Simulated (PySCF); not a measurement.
SMILES CC(=O)[SiH2][SiH2]c1cccs1 at its GFN2-xTB optimised geometry (Å):

```
20

C     -1.5283    -1.3757    -3.6405
C     -1.4237     0.0866    -3.3071
O     -0.4584     0.7533    -3.6075
Si    -2.8395     0.8993    -2.2841
Si    -2.0343     1.1001    -0.1149
C     -0.3941     0.1954     0.0000
C      0.8715     0.7015    -0.0058
C      1.8821    -0.2834    -0.0016
C      1.3772    -1.5425     0.0000
S     -0.3405    -1.5425     0.0000
H     -1.6366    -1.9392    -2.7151
H     -2.4221    -1.5405    -4.2384
H     -0.6501    -1.7209    -4.1823
H     -3.1334     2.1738    -2.9417
H     -4.0217     0.0382    -2.4334
H     -1.7652     2.4771     0.3161
H     -2.9347     0.4947     0.8762
H      1.0722     1.7581    -0.0127
H      2.9347    -0.0629    -0.0018
H      1.9024    -2.4771     0.0042
```

Level of theory: CAM-B3LYP/def2-SVP run with PySCF. Cells within 0.4 Å of a nucleus heavier than hydrogen are left out (blank, or x).

Map of the deformation density (molecule minus spherical neutral atoms) (e/bohr³) on the plane z = 0.0 Å:

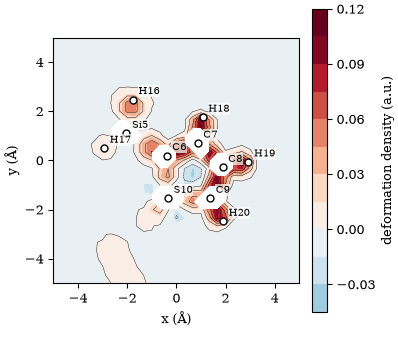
Figure. Deformation density (molecule minus spherical neutral atoms) (e/bohr³) on the plane z = 0.0 Å.
